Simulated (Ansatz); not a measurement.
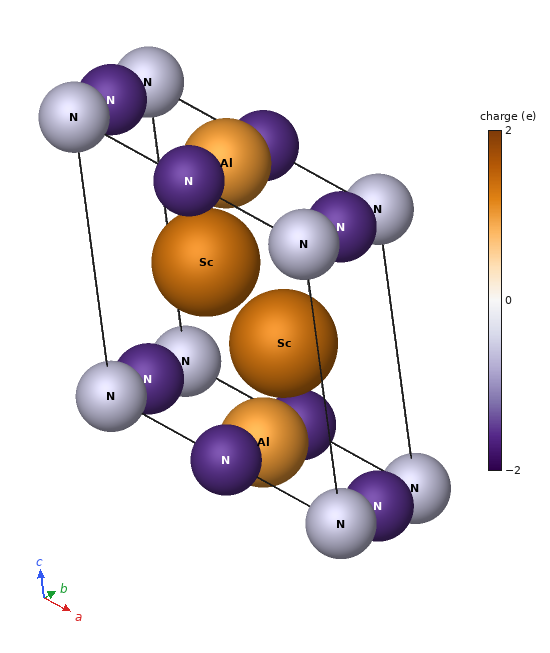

Spheres-only drawing of the structure, looking slightly off an axis. The edges of the cell (the run's own, in a reduced setting) are marked. The atoms of this Sc2AlN3 cell are coloured by their Bader charge.

Computational set-up: DFT PBE, scalar-relativistic, plane waves, PAW in Ansatz 0.2.0, plane waves up to 420 eV, k-points about 0.18 Å⁻¹ apart, Gaussian smearing of 0.1 eV, no spin polarisation.

Question: What charges do the elements carry?

Answer: Most positive: Sc; most negative: N. Charges: about Sc +1.3 e; Al +1.0 e; N -1.5 to -0.6 e.

The model was built from a random cell made by a generator, so it need not be a real form of the compound. Earlier steps of the study may have refined or changed the cell and positions. It went into a calculation with Ansatz.
